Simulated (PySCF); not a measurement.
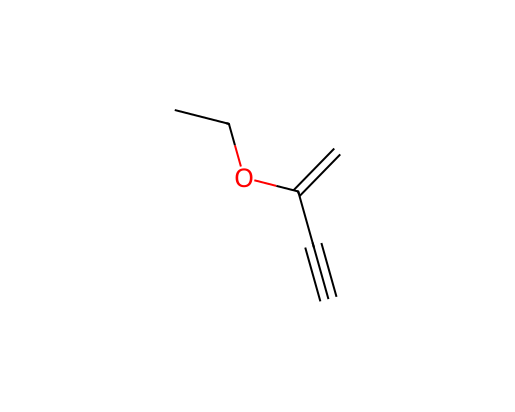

Figure made from data computed with PySCF.

2D structure.

Write the SMILES.

Answer. C#CC(=C)OCC

Give the formula, hydrogens included.

Answer. C6H8O.

An optimisation with GFN2-xTB gave a structure of which point group?

Answer. Cs. Other conformers may differ.
